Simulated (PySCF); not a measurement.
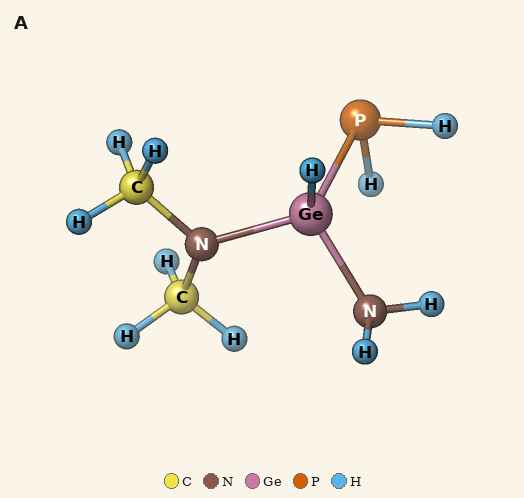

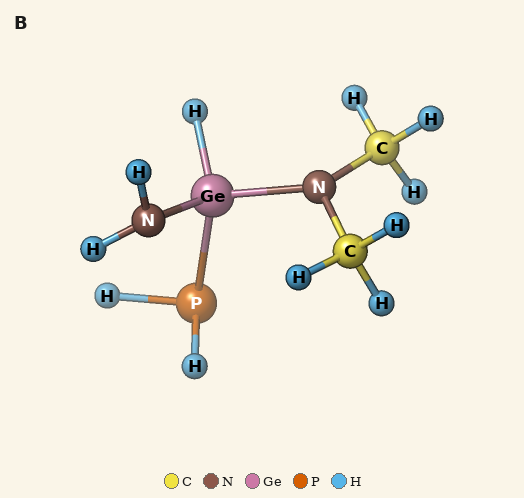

Distant atoms are faded towards the background colour. The computed structure is the end point of a PBE0-D3(BJ)/def2-SVP optimisation. No frequency run is at hand to confirm it as a minimum.

**Can A be turned into B by a rotation alone?**

No. They are enantiomers, mirror images that no rotation superimposes: A is C[N](C)[Ge@@H]([NH2])[PH2] (), B is C[N](C)[Ge@H]([NH2])[PH2] (). Their energies are equal.
